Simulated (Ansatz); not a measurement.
Input file:

```
crystal:
  periodic: [false, false, false]
  atoms:
    - { symbol: C, position_ang: [-1.0157, -0.3276, 1.3004] }
    - { symbol: Si, position_ang: [0.5402, -0.5045, 0.4096] }
    - { symbol: F, position_ang: [1.7076, 0.0715, 1.4023] }
    - { symbol: Si, position_ang: [0.536, 0.5524, -1.5939] }
    - { symbol: Cl, position_ang: [-0.0208, 2.5614, -1.3586] }
    - { symbol: H, position_ang: [-1.844, -0.7172, 0.6859] }
    - { symbol: H, position_ang: [-1.2701, 0.735, 1.4973] }
    - { symbol: H, position_ang: [-1.0299, -0.8684, 2.2529] }
    - { symbol: H, position_ang: [0.8289, -1.9583, 0.2291] }
    - { symbol: H, position_ang: [1.8355, 0.572, -2.2957] }
    - { symbol: H, position_ang: [-0.4424, -0.0892, -2.5212] }
basis:
  gaussian:
    orbitals: def2-TZVP
hamiltonian:
  xc: pbe0
output:
  orbitals: {}
```

Launched as:

```sh
python ch6clfsi2.py
```

These are results of SCF PBE0, Gaussian basis (Ansatz 0.2.0), not measurements.

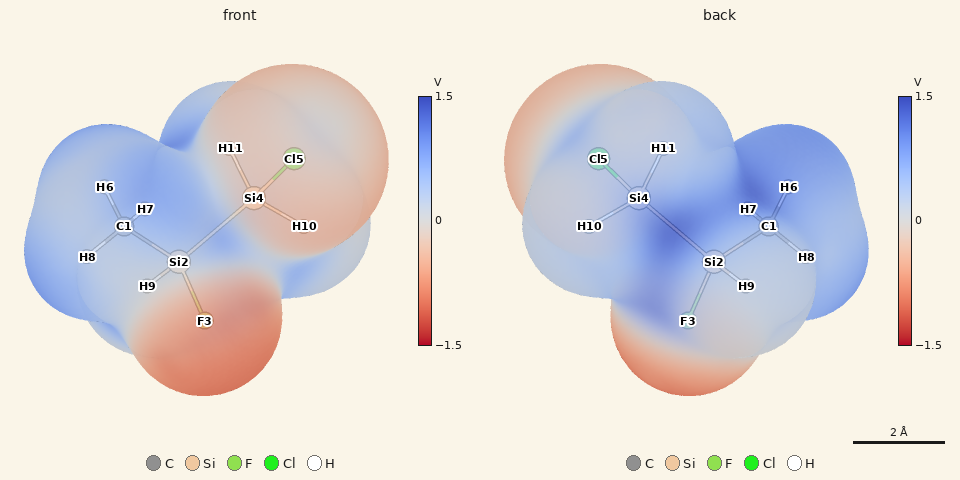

CH$_{6}$ClFSi$_{2}$ (SMILES C[SiH](F)[SiH2]Cl). The electrostatic potential painted on the density surface at 0.001 e/bohr³, seen from the front and from behind; the colour scale runs from red (negative) to blue (positive).

Question: Where is the surface potential most negative and most positive?

Answer: The most negative region (about −1.0 V) lies over F3, the most positive (about +1.3 V) over Si2 and Si4.
